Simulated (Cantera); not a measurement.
Charge: 1 mol NiS, 28 mol H2, equilibrated at 1077 °C.

Equilibrium computed with Cantera from the NASA thermochemical tables; the gas is ideal and each condensed phase is pure. Candidate condensed phases: Ni, NiS, NiS2, Ni3S2, Ni3S4, S; 9 gas species. Metal and sulfide melt together well below either melting point, which pure phases cannot show. Mutual solubility and eutectic melting of coexisting phases are not modelled. Kinetics and transport are ignored.

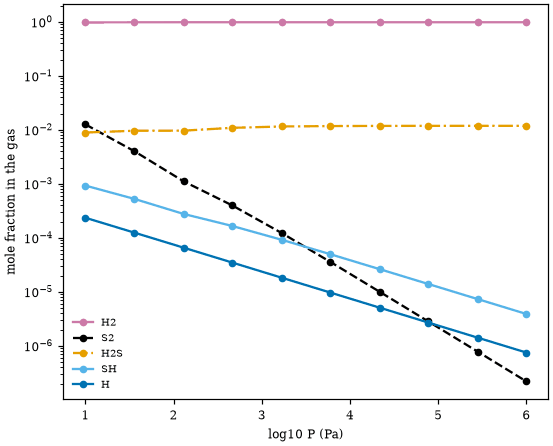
*Equilibrium gas composition (values under 1e-9 drawn at 1e-9)*

Q: Read off the mole fractions at 2.80 bar.

A: H2 about 0.99, H2S about 0.012, SH about 7.3e-6, H about 1.4e-6, S2 about 7.8e-7.
